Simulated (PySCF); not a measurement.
## Electronic structure of C$_{2}$H$_{11}$AlS$_{2}$Si in real space

```xyz
17

C    -1.5256   -1.8361   -0.6087
S    -1.8485   -0.0749   -0.9176
C    -2.2245    0.4758    0.7697
Al    0.4441    0.7846   -0.8309
S     1.3682   -0.3040    0.8697
Si    3.2419    0.6362    0.5032
H    -0.7247   -1.9428    0.1201
H    -2.4421   -2.2990   -0.2561
H    -1.2288   -2.2732   -1.5570
H    -3.1000   -0.0588    1.1244
H    -1.3653    0.2964    1.4171
H    -2.4336    1.5404    0.7141
H     0.0546    2.2579   -0.5321
H     0.8925    0.3401   -2.2468
H     4.1079   -0.3439   -0.1341
H     3.0472    1.7972   -0.3648
H     3.7299    1.0161    1.8192
```

Geometry: GFN2-xTB.

All numbers below come from PBE0/def2-SVPD, SCF density, gas phase (PySCF).

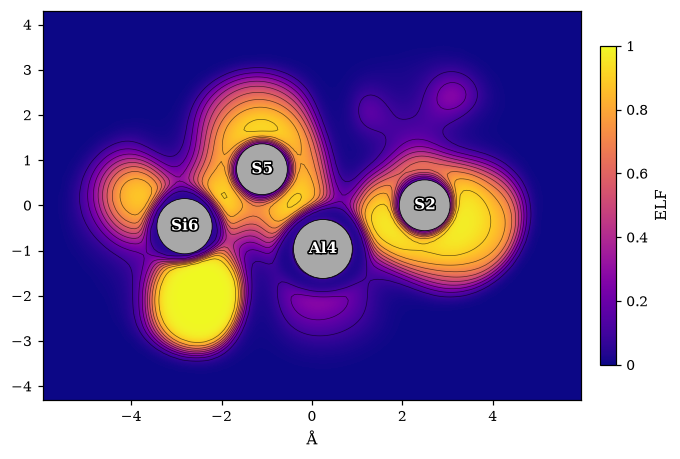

Figure 1. Electron localisation function on the plane of atoms S2, Al4 and S5. Grey discs cover the atomic cores.

Describe what can be read from this map.

The plane passes through S, Al and Si nuclei.
Si–S (2.13 Å): the ELF peaks at about 0.90 between the atoms: a shared electron pair.
Al–S (2.22 Å): the ELF peaks at about 0.90 in the valence shell of S, 1.0 Å from its nucleus, and is about 0.90 at the midpoint.
Al–S (2.45 Å): the ELF peaks at about 0.95 between the atoms (a polar covalent bond).
The ELF also peaks beside S2 and S5, away from the bonds: lone-pair regions.

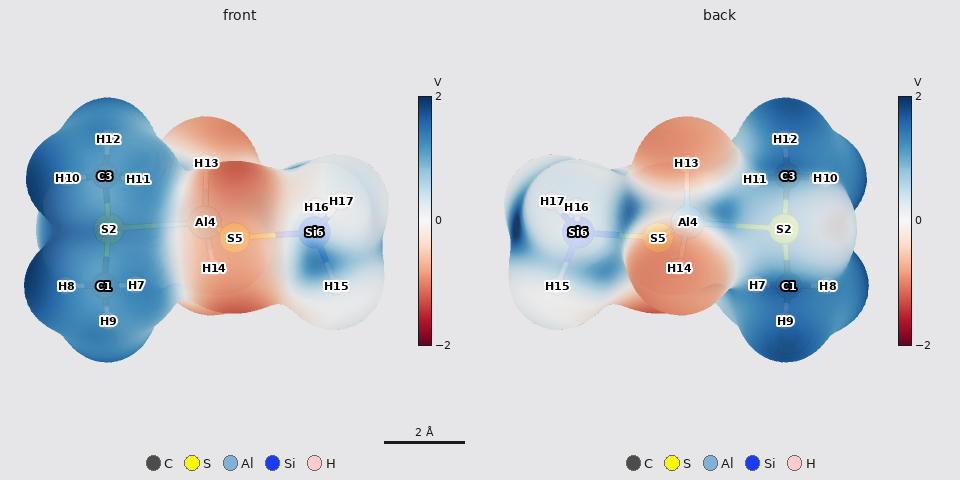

Figure 2. The electrostatic potential painted on the density surface at 0.004 e/bohr³, seen from the front and from behind; red is negative and blue positive.

Describe the electrostatic potential map.

The most negative region (about −1.2 V, or −28 kcal/mol for a unit charge) lies over S5, the most positive (about +1.9 V, or +44 kcal/mol for a unit charge) over Si6, H8 and H10.

What dipole moment does the calculation give?

Its dipole moment is 3.97 D.
